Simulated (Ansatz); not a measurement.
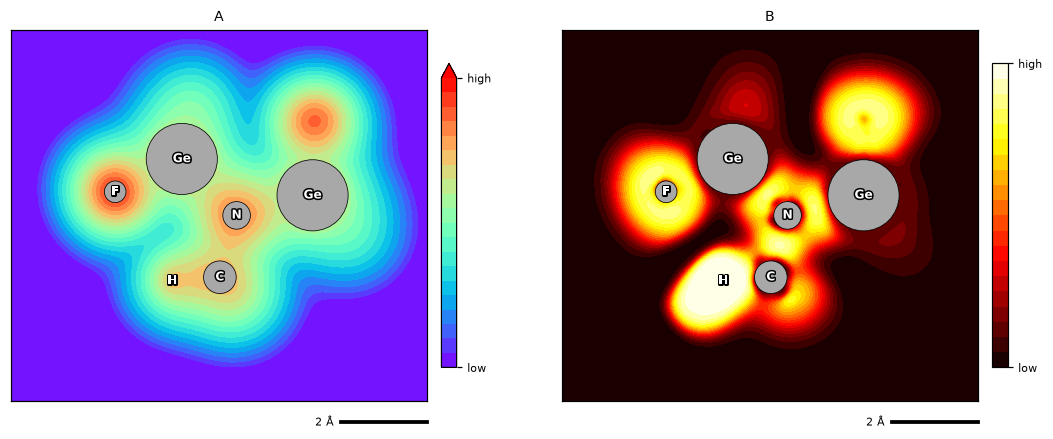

CH3F6Ge2N ((F3Ge)2NMe): 2 fields on the plane of atoms C6, N5 and Ge7, with unlabelled colour scales. Grey discs cover the atomic cores.

Geometry: PBE-D4/def2-SVP; not at a stationary point (largest force 0.9 eV/Å).

Method: RKS PBE0-D4/def2-TZVP in Ansatz 0.2.0.

### Which field does each panel show? The fields are: electron density and electron localisation function.

Panel A: electron density. Panel B: electron localisation function. From the grid: C–N (1.48 Å): the density is about 1.8 e/Å³ at the midpoint; the ELF peaks at about 0.90 between the atoms, as expected for a shared electron pair. Ge–F (1.73 Å): the density is about 0.99 e/Å³ at the midpoint; the ELF peaks at about 0.80 in the valence shell of F, 0.5 Å from its nucleus, and is about 0.20 at the midpoint.
